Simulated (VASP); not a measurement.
Band structure of SrO (rock salt). Calculation: revTPSS meta-GGA, VASP's PBE PAW potentials (set 64) (plane waves; VASP 6.6.1).

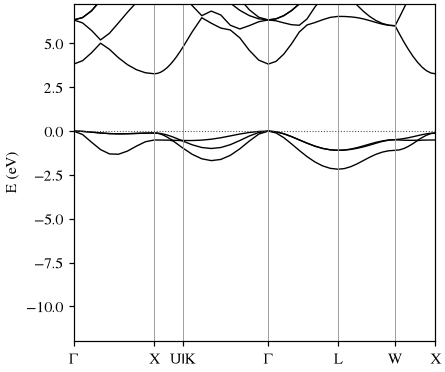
*Bands along high-symmetry lines, zero at the valence-band maximum or, without a gap, the Fermi level*

Problem. Read the plot: is there a gap, and where are the band edges?

Solution. The gap is indirect, 3.27 eV, from the valence maximum at Γ to the conduction minimum at X.

The compound is SrO in the rock salt structure. It was relaxed first.
